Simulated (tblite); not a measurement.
C2H8BrGeO2 (charge −1): geometry relaxation (part 1 of 2)

- system: C2H8BrGeO2, charge −1, SMILES C[O][GeH2-]([Br])[O]C
- method: GFN2-xTB geometry optimisation, gas phase (tblite 0.8.0)

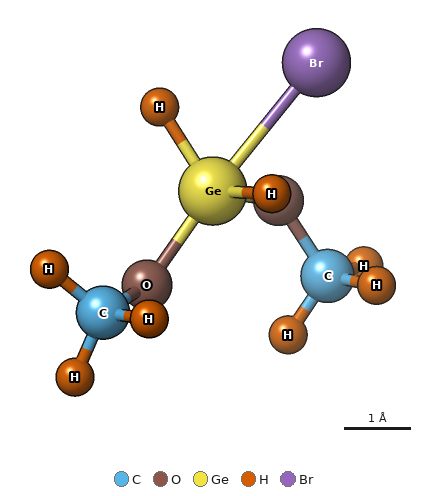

*The structure as given in the input (ball-and-stick view, seen at a tilt). Sticks mark near contacts.*

Bond lengths as drawn: Br–Ge 2.53 Å, C–H 1.09 to 1.12 Å, C–O 1.39 to 1.40 Å, Ge–H 1.53 to 1.54 Å and Ge–O 1.76 to 1.80 Å.

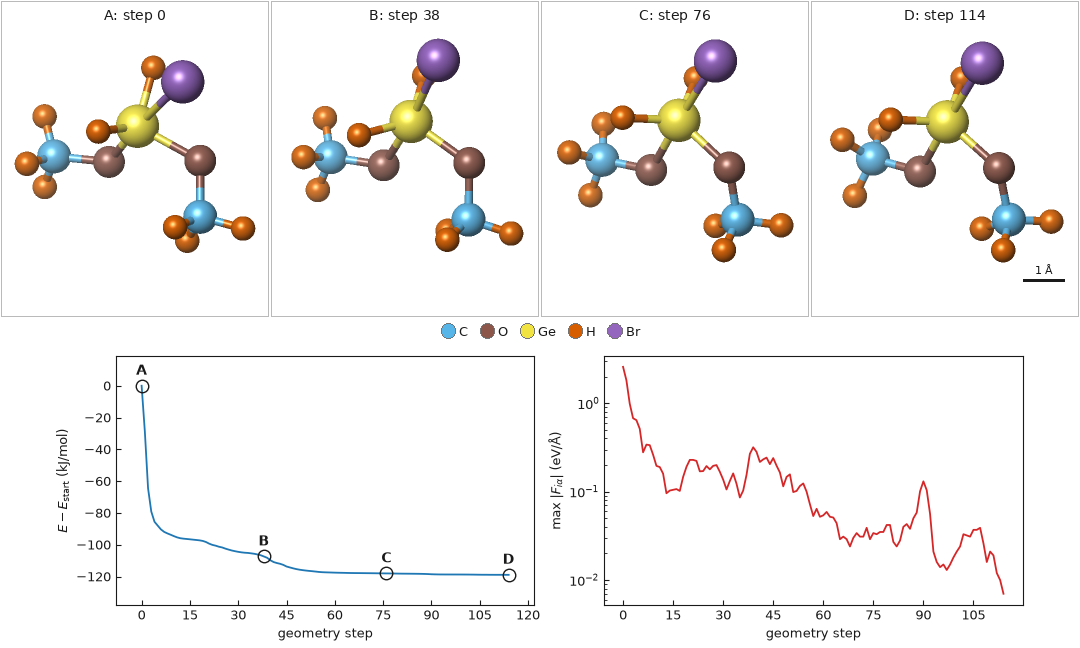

*Frames of the relaxation (ball-and-stick view, seen at a tilt) above the curves, on which the letters mark them (steps are counted from 0).*

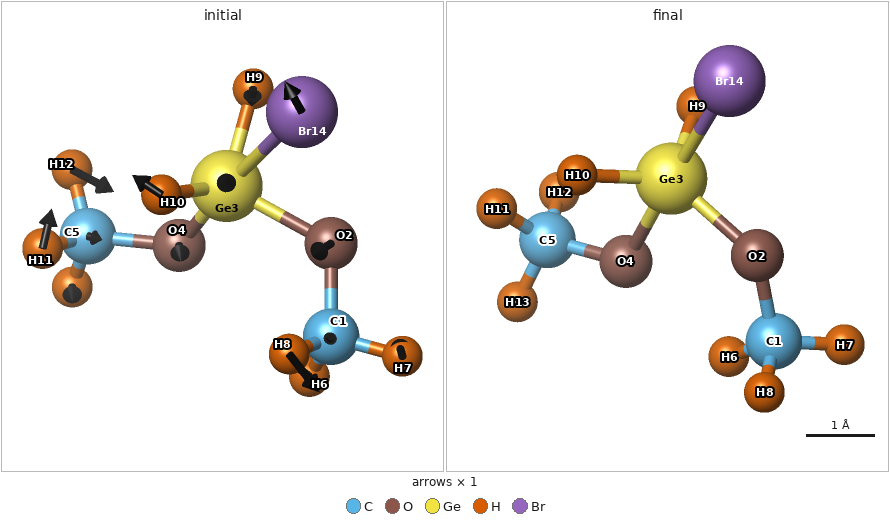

*Before (left) and after (right) the relaxation, at one scale (ball-and-stick view, seen at a tilt). The black arrows give the displacements, at true length.*

The energy falls by 118.9 kJ/mol in 114 geometry steps. Largest force component: 2.6 eV/Å at the start, 0.007 eV/Å at the end. The atom that moves furthest after the best rigid fit is H7 (0.79 Å). By element the largest moves are H 0.79 Å, O 0.66 Å, Br 0.55 Å, Ge 0.42 Å, C 0.25 Å. Among the contacts that change: Ge3–O4 1.755 → 1.936 Å, Ge3–Br14 2.531 → 2.435 Å, O4–C5 1.401 → 1.368 Å, C1–H7 1.116 → 1.096 Å. Among the angles that change: O4–Ge3–H9 112.6° → 93.1°, H9–Ge3–Br14 71.0° → 89.5°, O4–Ge3–H10 107.8° → 90.7°. (Atoms are counted from 1 in the order of the input.)

These pictures come from the run below.

### Input file
```
{"job": {"kind": "relax", "xc": "GFN2-xTB", "basis": "xTB"}, "charge": -1, "multiplicity": 1}
C     -1.994600    -0.194700    -1.209300
O     -1.843800     0.503500    -0.012400
Ge    -0.197000     0.906900     0.591800
O      0.675300    -0.616200     0.619300
C      2.072500    -0.679200     0.707100
H     -1.564200    -1.194900    -1.191900
H     -3.091700    -0.296800    -1.387500
H     -1.576200     0.377500    -2.057000
H     -0.397300     1.496200     1.990200
H      0.506500     1.831100    -0.411900
H      2.546600    -0.056700    -0.092800
H      2.460100    -0.358400     1.678500
H      2.385000    -1.714600     0.552400
Br    -1.579500     3.019000     0.406500
```

The first line tells a small driver script what to run in tblite; the rest is the geometry in Å.

Run as:
```bash
OMP_NUM_THREADS=1 python <driver script> task.json out
```

### Log
```
step      E/eV     max force
  0    -619.54835    2.934
  1    -619.84578    1.983
  2    -620.21661    1.020
  3    -620.36828    0.917
  4    -620.43478    0.716
  5    -620.46014    0.528
  6    -620.48479    0.318
  7    -620.50093    0.395
  8    -620.51082    0.360
  9    -620.51941    0.265
 10    -620.52841    0.208
 11    -620.53656    0.197
 12    -620.54219    0.164
 13    -620.54513    0.107
 14    -620.54719    0.118
 15    -620.54933    0.126
 16    -620.55163    0.112
 17    -620.55381    0.123
 18    -620.55619    0.159
 19    -620.55996    0.205
 20    -620.56704    0.276
 21    -620.57786    0.286
 22    -620.58589    0.228
 23    -620.59090    0.192
 24    -620.59765    0.188
 25    -620.60234    0.226
 26    -620.60993    0.224
 27    -620.61634    0.245
 28    -620.62225    0.227
 29    -620.62689    0.178
 30    -620.63101    0.143
 31    -620.63430    0.132
 32    -620.63675    0.148
 33    -620.63809    0.166
 34    -620.64075    0.131
 35    -620.64380    0.101
 36    -620.64808    0.135
 37    -620.65329    0.177
 38    -620.66141    0.292
 39    -620.67004    0.334
 40    -620.68611    0.317
 41    -620.69762    0.250
 42    -620.70400    0.232
 43    -620.70894    0.270
 44    -620.71609    0.206
 45    -620.72658    0.297
 46    -620.73250    0.243
 47    -620.73822    0.191
 48    -620.74330    0.127
 49    -620.74726    0.180
 50    -620.75038    0.239
 51    -620.75299    0.148
 52    -620.75527    0.105
 53    -620.75726    0.143
 54    -620.75959    0.158
 55    -620.76197    0.162
 56    -620.76363    0.100
 57    -620.76455    0.076
 58    -620.76521    0.084
 59    -620.76591    0.080
 60    -620.76663    0.062
 61    -620.76720    0.061
 62    -620.76764    0.060
 63    -620.76810    0.061
 64    -620.76862    0.052
 65    -620.76906    0.037
 66    -620.76933    0.034
 67    -620.76950    0.031
 68    -620.76968    0.028
 69    -620.76990    0.034
 70    -620.77013    0.036
 71    -620.77035    0.038
 72    -620.77058    0.037
 73    -620.77087    0.042
 74    -620.77119    0.035
 75    -620.77147    0.038
 76    -620.77168    0.037
 77    -620.77189    0.040
 78    -620.77220    0.046
 79    -620.77262    0.053
 80    -620.77302    0.048
 81    -620.77327    0.032
 82    -620.77344    0.033
 83    -620.77359    0.029
 84    -620.77379    0.046
 85    -620.77403    0.050
 86    -620.77431    0.042
 87    -620.77465    0.051
 88    -620.77518    0.059
 89    -620.77600    0.106
 90    -620.77714    0.139
 91    -620.77775    0.112
 92    -620.77823    0.064
 93    -620.77853    0.028
 94    -620.77862    0.022
 95    -620.77869    0.018
 96    -620.77874    0.016
 97    -620.77879    0.016
 98    -620.77885    0.017
 99    -620.77890    0.019
100    -620.77898    0.023
101    -620.77910    0.027
102    -620.77929    0.041
103    -620.77955    0.043
104    -620.77986    0.037
105    -620.78016    0.050
106    -620.78038    0.044
107    -620.78034    0.046
108    -620.78062    0.029
109    -620.78068    0.017
110    -620.78076    0.024
111    -620.78079    0.021
112    -620.78086    0.014
113    -620.78090    0.012
114    -620.78092    0.009
```

### Trajectory as extended XYZ (Å, eV, eV/Å), 16 of the 115 frames kept, from step=0 to step=114
```
14
Properties=species:S:1:pos:R:3:forces:R:3 step=0 energy=-619.54835
C    -1.9946   -0.1947   -1.2093   -0.9050   0.2340  -0.0840
O    -1.8438    0.5035   -0.0124    0.4570  -1.9060  -0.5330
Ge   -0.1970    0.9069    0.5918   -1.3820   2.5870   0.0750
O     0.6753   -0.6162    0.6193    1.1290  -0.9160   0.1610
C     2.0725   -0.6792    0.7071   -0.3790   0.2030  -0.6490
H    -1.5642   -1.1949   -1.1919    0.2130  -0.1450   0.0350
H    -3.0917   -0.2968   -1.3875    0.5200   0.0280   0.0610
H    -1.5762    0.3775   -2.0570   -0.0510  -0.2350   0.1570
H    -0.3973    1.4962    1.9902    0.7240  -1.0850   0.2300
H     0.5065    1.8311   -0.4119    0.7940  -0.8190  -0.0130
H     2.5466   -0.0567   -0.0928   -0.1920  -0.2650   0.5390
H     2.4601   -0.3584    1.6785   -0.1340   0.1470  -0.0080
H     2.3850   -1.7146    0.5524   -0.0600  -0.0910  -0.0520
Br   -1.5795    3.0190    0.4065   -0.7350   2.2610   0.0810
14
Properties=species:S:1:pos:R:3:forces:R:3 step=8 energy=-620.51082
C    -2.0030   -0.2459   -1.2205   -0.0590  -0.0400  -0.0620
O    -1.8414    0.3499    0.0271    0.1480  -0.1130  -0.1110
Ge   -0.3204    1.1108    0.5687   -0.0110   0.1120  -0.0020
O     0.6679   -0.5581    0.6233    0.1260  -0.0760  -0.0010
C     2.0385   -0.6685    0.6945    0.0400   0.1070  -0.0210
H    -1.5553   -1.2483   -1.2606   -0.0170   0.0870   0.0490
H    -3.0829   -0.3212   -1.3950    0.0100  -0.1180  -0.0120
H    -1.5816    0.3478   -2.0451    0.0190  -0.0310   0.1410
H    -0.3052    1.3313    2.0692   -0.0150  -0.0740  -0.0450
H     0.6515    1.7375   -0.4474   -0.0360  -0.0110   0.0170
H     2.5462   -0.0590   -0.0729   -0.0230   0.0550   0.0160
H     2.4428   -0.3495    1.6713   -0.0890   0.0260  -0.0190
H     2.3740   -1.7125    0.5408   -0.3360   0.1290  -0.0140
Br   -1.6294    3.3084    0.4295    0.2430  -0.0520   0.0650
14
Properties=species:S:1:pos:R:3:forces:R:3 step=15 energy=-620.54933
C    -2.0003   -0.2665   -1.2205    0.0020  -0.0170  -0.0100
O    -1.8266    0.3251    0.0273   -0.0580   0.0200  -0.0740
Ge   -0.3188    1.1226    0.5620    0.0220  -0.0140   0.0260
O     0.6542   -0.5227    0.6144    0.0570  -0.0390  -0.0210
C     2.0190   -0.6368    0.6900    0.0000   0.0030  -0.0190
H    -1.5459   -1.2646   -1.2653    0.0340   0.0630   0.0320
H    -3.0815   -0.3646   -1.3970    0.1050   0.0000   0.0370
H    -1.5769    0.3415   -2.0312   -0.0480  -0.0810   0.0270
H    -0.3104    1.2872    2.0689   -0.0340  -0.0070  -0.0020
H     0.6615    1.7336   -0.4573   -0.0060  -0.0050  -0.0160
H     2.5448   -0.0270   -0.0711   -0.0960  -0.0410   0.0710
H     2.4208   -0.3311    1.6742   -0.0760  -0.0310  -0.0780
H     2.2903   -1.6921    0.5267    0.0490   0.0850  -0.0040
Br   -1.5284    3.3180    0.4618    0.0480   0.0650   0.0320
14
Properties=species:S:1:pos:R:3:forces:R:3 step=23 energy=-620.59090
C    -1.9594   -0.3107   -1.2011   -0.0250   0.0610  -0.0660
O    -1.8491    0.4323   -0.0292   -0.1300   0.1000  -0.1000
Ge   -0.3188    1.1172    0.5578   -0.0650   0.0340  -0.0240
O     0.5807   -0.5876    0.5401    0.0080   0.1360   0.0020
C     1.9452   -0.6094    0.6588   -0.0030  -0.0220  -0.0060
H    -1.4000   -1.2524   -1.1610   -0.0980   0.0510   0.1500
H    -3.0277   -0.5029   -1.3542    0.0450  -0.1700   0.0280
H    -1.6007    0.2413   -2.0757    0.0490   0.0760  -0.0440
H    -0.3983    1.1964    2.0718    0.0770  -0.0450  -0.0290
H     0.6534    1.6977   -0.4911    0.0620  -0.0980   0.0630
H     2.4343    0.0698   -0.0612    0.0370   0.0270   0.0550
H     2.2771   -0.3182    1.6683    0.0550   0.0170  -0.0140
H     2.3127   -1.6241    0.4637    0.0130  -0.0710  -0.0280
Br   -1.2476    3.4734    0.5958   -0.0260  -0.0960   0.0120
14
Properties=species:S:1:pos:R:3:forces:R:3 step=30 energy=-620.63101
C    -1.9489   -0.3135   -1.1991    0.0020   0.0040   0.0180
O    -1.9182    0.5795   -0.1309    0.0810   0.0620   0.0330
Ge   -0.3510    1.1286    0.5443    0.0230   0.0000  -0.0270
O     0.5469   -0.6078    0.4971   -0.1180   0.0670  -0.0040
C     1.9085   -0.5944    0.6389   -0.0670   0.0130   0.0170
H    -1.3277   -1.1906   -1.0130    0.0950   0.0240   0.0020
H    -2.9817   -0.6435   -1.3368   -0.1010   0.0290   0.0220
H    -1.6144    0.1778   -2.1186    0.0100  -0.1140  -0.0820
H    -0.4126    1.1264    2.0628    0.0300  -0.0310   0.0130
H     0.6813    1.6386   -0.4791    0.0350   0.0500   0.0160
H     2.3919    0.1305   -0.0345    0.0440   0.0720  -0.1040
H     2.2190   -0.3223    1.6573    0.0320  -0.0240   0.1370
H     2.3160   -1.5861    0.4137   -0.0020  -0.0950  -0.0410
Br   -1.1074    3.4993    0.6810   -0.0630  -0.0560   0.0010
```
